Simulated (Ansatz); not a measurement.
Chalcopyrite CdGeAs2, treated with r²SCAN in Ansatz (PAW).

Settings: plane-wave cutoff 560 eV, 8×8×8 k mesh, Fermi–Dirac smearing 0.01 eV, scalar-relativistic PAW data made under PBE.

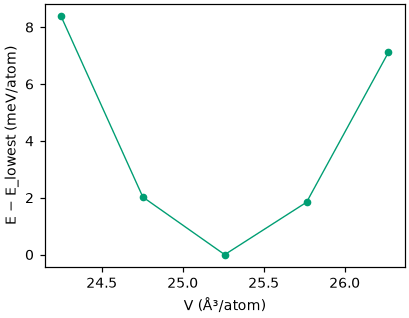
Fig. 1. Total energy against volume

### Question
From the curve, estimate the equilibrium volume and the bulk modulus.

### Answer
V0 ≈ 25.3 Å³/atom and B0 ≈ 61 GPa; the fit gives V0 = 25.261 Å³/atom, B0 = 61.1 GPa, B′ = 4.9.

Shape and atoms are relaxed at each volume.

Measured, for comparison: bulk modulus 69.9 GPa (temperature not stated, no zero-point or thermal correction; as tabulated in Toher et al. (2017), arXiv:1611.05714). Computed (rounded) less measured: bulk modulus -13 %.

Note: the bulk modulus comes from volumes at which shape and atoms were relaxed.

The computed numbers hold no vibrational or temperature effects.

It cost about 70 core-minutes (a rough figure) of CPU time.

Ansatz is a program for electronic structure.
